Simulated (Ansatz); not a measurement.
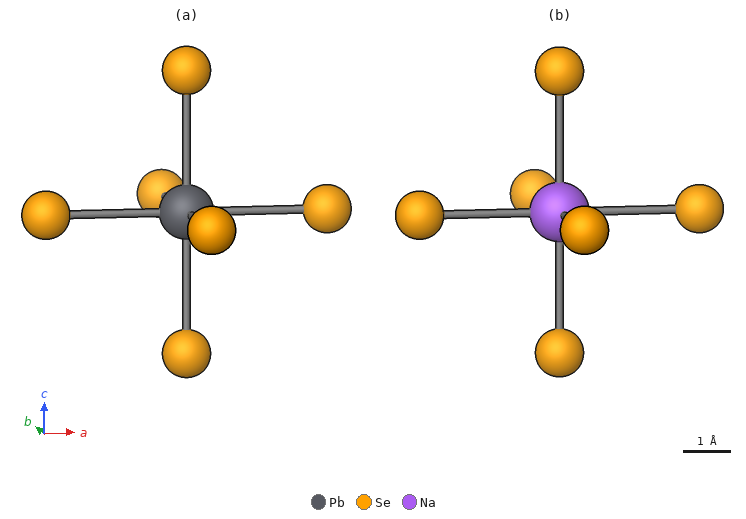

Left: perfect PbSe. Right: the same region with one point defect, after relaxing the atoms in a supercell of 54 sites. Style: ball-and-stick. Shown: the atoms within 3.8 Å of one point, slightly off an axis.

Level of theory: DFT, PBE, plane-wave PAW, default files, scalar-relativistic (Ansatz). Settings: plane-wave cutoff 420 eV; k-point mesh 2 × 2 × 2; occupations fermi dirac; smearing width 0.01 eV; no spin polarisation. A uniform background neutralises the charged cell. The axes drawn are those of the host's conventional cell.

What kind of defect was made?

A lead atom is replaced by sodium.

The charge state of the cell is −1.

What does the relaxation do around it?

In the host the Pb atom has 6 Se at 3.06 Å; the Na atom ends with 6 Se at 3.05 Å. Of the host's atoms, a lead atom moves furthest from its site, by 0.04 Å. Relaxing the atoms from the host's sites lowers the energy by 0.06 eV.

Limits of the set-up: the cell is charged, on a uniform background, and energies carry no finite-size correction.
